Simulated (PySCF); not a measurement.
# BiF3: forces at shaken geometries

Aim: move all atoms of relaxed BiF3 at random and read energies and forces. The species was built from a template and needn't be a known compound.

Computed with PySCF 2.14.0. Level: r2SCAN, Bi def2-SVP with ECP60, F def2-SVP; scalar-relativistic core potentials, no spin–orbit coupling.

4 further runs of the same task are left out: 2 for a known fault of the program, 1 that didn't finish, 1 set aside as unsound or not needed.

**1. Where the work starts**

4 atoms, charge 0, spin multiplicity 1.

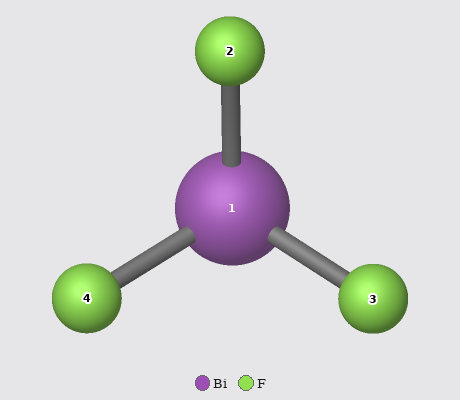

The geometry (bismuth purple, fluorine green); atoms are numbered from 1 in the order of the file.

Geometry (Å):

```xyz
4
charge 0, multiplicity 1
Bi    0.0000    0.0000    0.6008
F     1.7414    0.0000   -0.4275
F    -0.8707    1.5081   -0.4275
F    -0.8707   -1.5081   -0.4275
```

Formal oxidation states: Bi +3. An earlier session relaxed this geometry at r2SCAN, Bi def2-SVP with ECP60, F def2-SVP (singlet, point group C3v).

Its energy there is -513.963649 Eh.

**2. Atoms moved at random, σ = 0.03 Å**

File run.py (the lines that set the calculation):

```python
mol = gto.M(atom='''
Bi    -0.01349    -0.00961     0.60609
F      1.72692    -0.02677    -0.43148
F     -0.89004     1.48114    -0.43037
F     -0.82339    -1.44475    -0.42605''',
    basis={'Bi': 'def2-SVP', 'F': 'def2-SVP'},
    ecp={'Bi': 'def2-SVP'},
    charge=0, spin=0)
mf = dft.RKS(mol, xc='R2SCAN')
mf.grids.atom_grid = (50, 194)
mf = mf.density_fit()  # fitting sets: Bi def2-universal-JKFIT, F def2-universal-JKFIT
mf.conv_tol = 1e-08; mf.max_cycle = 55
mf.kernel(dm0)  # dm0: the density of the relaxed state
```

The run is started by

```sh
$ OMP_NUM_THREADS=2 python run.py
```

Standard output:

```text
init E= -513.987096871191
  HOMO = -0.308368903866315  LUMO = -0.0682803708605627  gap/eV = 6.53314
cycle= 1 E= -513.960055001869  delta_E= 0.027  |g|= 0.0447  |ddm|= 0.155
  HOMO = -0.311580217703359  LUMO = -0.0727067567757937  gap/eV = 6.50008
cycle= 2 E= -513.958515532456  delta_E= 0.00154  |g|= 0.101  |ddm|= 0.147
  HOMO = -0.313557786819042  LUMO = -0.0729315111930034  gap/eV = 6.54777
cycle= 3 E= -513.960597767316  delta_E= -0.00208  |g|= 0.00938  |ddm|= 0.0819
  HOMO = -0.312936276160401  LUMO = -0.072794331496262  gap/eV = 6.53460
cycle= 4 E= -513.960618294322  delta_E= -2.05e-05  |g|= 0.004  |ddm|= 0.0159
  HOMO = -0.313198844665855  LUMO = -0.0728060618199687  gap/eV = 6.54142
cycle= 5 E= -513.960621140722  delta_E= -2.85e-06  |g|= 0.000989  |ddm|= 0.00336
  HOMO = -0.313170701501559  LUMO = -0.0728081904455566  gap/eV = 6.54060
cycle= 6 E= -513.960621318435  delta_E= -1.78e-07  |g|= 0.000175  |ddm|= 0.000918
  HOMO = -0.313164740855259  LUMO = -0.072804039480908  gap/eV = 6.54055
cycle= 7 E= -513.960621321607  delta_E= -3.17e-09  |g|= 0.00012  |ddm|= 0.00022
  HOMO = -0.313163358998238  LUMO = -0.0727989716264235  gap/eV = 6.54065
cycle= 8 E= -513.960621324355  delta_E= -2.75e-09  |g|= 1.61e-05  |ddm|= 0.000103
  HOMO = -0.313161361496977  LUMO = -0.0728001989032181  gap/eV = 6.54056
Extra cycle  E= -513.960621324098  delta_E= 2.57e-10  |g|= 4.01e-05  |ddm|= 5.19e-05
converged SCF energy = -513.960621324098
```

Run time: 1.7 s. Hardware: 2 threads of Arm Neoverse V1, shared host.

Read off: E = -513.960621 Eh (+0.082 eV from the relaxed state), HOMO -8.52 eV, LUMO -1.98 eV, Mulliken charge on Bi1 +1.34 e, largest force component 1.577 eV/Å. 

| atom | Fx | Fy | Fz (eV/Å) |
| --- | --- | --- | --- |
| Bi1 | 1.063 | 1.421 | 1.153 |
| F2 | -0.053 | 0.020 | 0.047 |
| F3 | -0.073 | 0.136 | -0.070 |
| F4 | -0.938 | -1.577 | -1.130 |

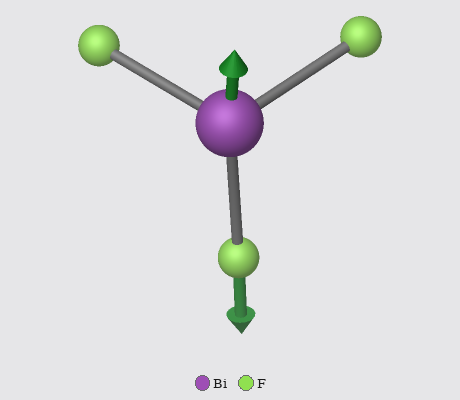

Forces as arrows, the longest for the largest force.

**3. Atoms moved at random, σ = 0.03 Å**

run.py (the lines that set the calculation): that of step 2 with these lines changed.

```diff
@@ -1,6 +1,6 @@
 mol = gto.M(atom='''
-Bi    -0.01349    -0.00961     0.60609
-F      1.72692    -0.02677    -0.43148
-F     -0.89004     1.48114    -0.43037
-F     -0.82339    -1.44475    -0.42605''',
+Bi     0.01486     0.00168     0.56039
+F      1.72943     0.03184    -0.37807
+F     -0.86159     1.47634    -0.45484
+F     -0.88270    -1.50985    -0.40930''',
     basis={'Bi': 'def2-SVP', 'F': 'def2-SVP'},
```

The run is started by

```sh
$ OMP_NUM_THREADS=2 python run.py
```

Standard output:

```text
init E= -513.994798599551
  HOMO = -0.305586255476135  LUMO = -0.0622796402204003  gap/eV = 6.62071
cycle= 1 E= -513.960394785347  delta_E= 0.0344  |g|= 0.0297  |ddm|= 0.148
  HOMO = -0.310441026973053  LUMO = -0.0680236239094754  gap/eV = 6.59651
cycle= 2 E= -513.959830128094  delta_E= 0.000565  |g|= 0.0623  |ddm|= 0.0943
  HOMO = -0.311271291434119  LUMO = -0.0681570440732047  gap/eV = 6.61548
cycle= 3 E= -513.960620662659  delta_E= -0.000791  |g|= 0.00773  |ddm|= 0.0532
  HOMO = -0.311014818417481  LUMO = -0.0680106409371715  gap/eV = 6.61248
cycle= 4 E= -513.960632547365  delta_E= -1.19e-05  |g|= 0.00176  |ddm|= 0.0107
  HOMO = -0.311141550629336  LUMO = -0.0680216025581891  gap/eV = 6.61563
cycle= 5 E= -513.960632903887  delta_E= -3.57e-07  |g|= 0.00117  |ddm|= 0.00214
  HOMO = -0.311102236136835  LUMO = -0.0680225791126507  gap/eV = 6.61453
cycle= 6 E= -513.960633151251  delta_E= -2.47e-07  |g|= 0.000142  |ddm|= 0.000934
  HOMO = -0.311091023069678  LUMO = -0.0680163973748037  gap/eV = 6.61440
cycle= 7 E= -513.960633152511  delta_E= -1.26e-09  |g|= 0.000115  |ddm|= 0.000184
  HOMO = -0.311092893111655  LUMO = -0.0680140401316859  gap/eV = 6.61451
cycle= 8 E= -513.96063315499  delta_E= -2.48e-09  |g|= 1.15e-05  |ddm|= 9.68e-05
  HOMO = -0.311092005559885  LUMO = -0.0680150776348032  gap/eV = 6.61446
Extra cycle  E= -513.960633154876  delta_E= 1.15e-10  |g|= 2.73e-05  |ddm|= 3.65e-05
converged SCF energy = -513.960633154876
```

It took 1.7 s on 2 threads of Arm Neoverse V1, shared host.

Result: E = -513.960633 Eh (+0.082 eV from the relaxed state), HOMO -8.47 eV, LUMO -1.85 eV, Mulliken charge on Bi1 +1.34 e, largest force component 1.876 eV/Å. 

| atom | Fx | Fy | Fz (eV/Å) |
| --- | --- | --- | --- |
| Bi1 | -1.201 | -0.205 | 1.876 |
| F2 | 1.599 | -0.009 | -1.065 |
| F3 | -0.297 | 0.557 | -0.470 |
| F4 | -0.101 | -0.343 | -0.341 |

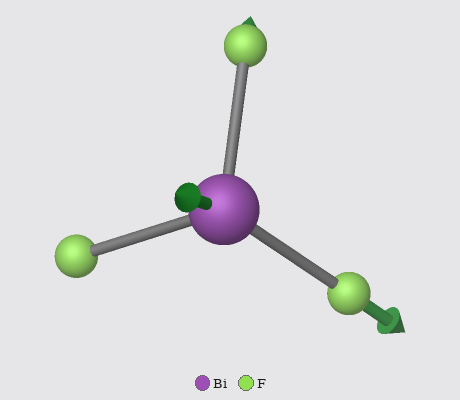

Forces as arrows, the longest for the largest force.

**4. Atoms moved at random, σ = 0.15 Å**

run.py (the lines that set the calculation): that of step 3 with these lines changed.

```diff
@@ -1,6 +1,6 @@
 mol = gto.M(atom='''
-Bi     0.01486     0.00168     0.56039
-F      1.72943     0.03184    -0.37807
-F     -0.86159     1.47634    -0.45484
-F     -0.88270    -1.50985    -0.40930''',
+Bi    -0.25592    -0.27824     0.77778
+F      1.72646     0.03114    -0.37616
+F     -0.73555     1.49018    -0.67815
+F     -0.73499    -1.24308    -0.40529''',
     basis={'Bi': 'def2-SVP', 'F': 'def2-SVP'},
```

The run is started by

```sh
$ OMP_NUM_THREADS=2 python run.py
```

Standard output:

```text
init E= -513.927869572154
  HOMO = -0.337696622122358  LUMO = -0.189617880928413  gap/eV = 4.02943
cycle= 1 E= -513.73011389969  delta_E= 0.198  |g|= 0.262  |ddm|= 1.09
  HOMO = -0.179910271938271  LUMO = -0.122407860625838  gap/eV = 1.56472
cycle= 2 E= -513.520553892439  delta_E= 0.21  |g|=    1  |ddm|= 1.11
  HOMO = -0.249075828924115  LUMO = -0.127669907663723  gap/eV = 3.30362
cycle= 3 E= -513.744517362654  delta_E= -0.224  |g|= 0.115  |ddm|= 0.883
  HOMO = -0.251031436520539  LUMO = -0.131906942627591  gap/eV = 3.24154
cycle= 4 E= -513.744267120656  delta_E= 0.00025  |g|= 0.119  |ddm|= 0.191
  HOMO = -0.254129248725958  LUMO = -0.133324867895443  gap/eV = 3.28725
cycle= 5 E= -513.747147505377  delta_E= -0.00288  |g|= 0.0235  |ddm|= 0.111
  HOMO = -0.254819311595354  LUMO = -0.133291304925997  gap/eV = 3.30695
cycle= 6 E= -513.747243918724  delta_E= -9.64e-05  |g|= 0.00924  |ddm|= 0.0196
  HOMO = -0.25513422237068  LUMO = -0.133186405206473  gap/eV = 3.31837
cycle= 7 E= -513.747260917086  delta_E= -1.7e-05  |g|= 0.00259  |ddm|= 0.00756
  HOMO = -0.25542467720508  LUMO = -0.133181816229392  gap/eV = 3.32640
cycle= 8 E= -513.747262712536  delta_E= -1.8e-06  |g|= 0.000197  |ddm|= 0.00304
  HOMO = -0.255430043597949  LUMO = -0.133191150379115  gap/eV = 3.32629
cycle= 9 E= -513.747262722437  delta_E= -9.9e-09  |g|= 8.6e-05  |ddm|= 0.000333
  HOMO = -0.255410454902602  LUMO = -0.133193082176398  gap/eV = 3.32570
Extra cycle  E= -513.747262704515  delta_E= 1.79e-08  |g|= 0.000302  |ddm|= 0.000345
converged SCF energy = -513.747262704515
```

Run time: 1.8 s. Hardware: 2 threads of Arm Neoverse V1, shared host.

Result: E = -513.747263 Eh (+5.888 eV from the relaxed state), HOMO -6.95 eV, LUMO -3.62 eV, Mulliken charge on Bi1 +1.34 e, largest force component 20.756 eV/Å. 

| atom | Fx | Fy | Fz (eV/Å) |
| --- | --- | --- | --- |
| Bi1 | 11.022 | 20.578 | 16.225 |
| F2 | -2.514 | -0.803 | 2.077 |
| F3 | 0.163 | -2.343 | 2.454 |
| F4 | -8.671 | -17.433 | -20.756 |

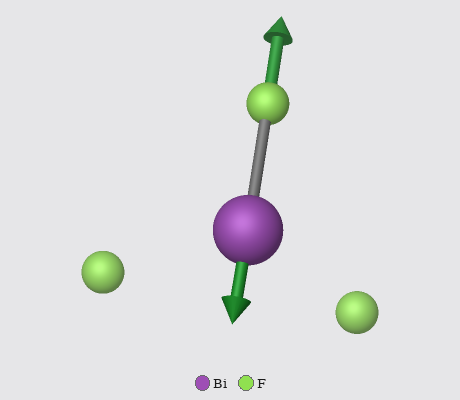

Forces as arrows, the longest for the largest force.

**5. The displacements side by side**

| σ (Å) | energy rise (eV) | harmonic estimate −½ F·u (eV) | largest force component (eV/Å) |
| --- | --- | --- | --- |
| 0.03 | 0.082 | 0.085 | 1.58 |
| 0.03 | 0.082 | 0.089 | 1.88 |
| 0.15 | 5.888 | 6.182 | 20.76 |

Every displacement raises the energy. For a harmonic well the rise equals −½ F·u; the two differ by at most 8 % here (a move with σ = 0.03 Å), from anharmonicity, the grid and the small forces left at the relaxed point. These are double-zeta-type bases without diffuse functions. Spin–orbit coupling is left out.
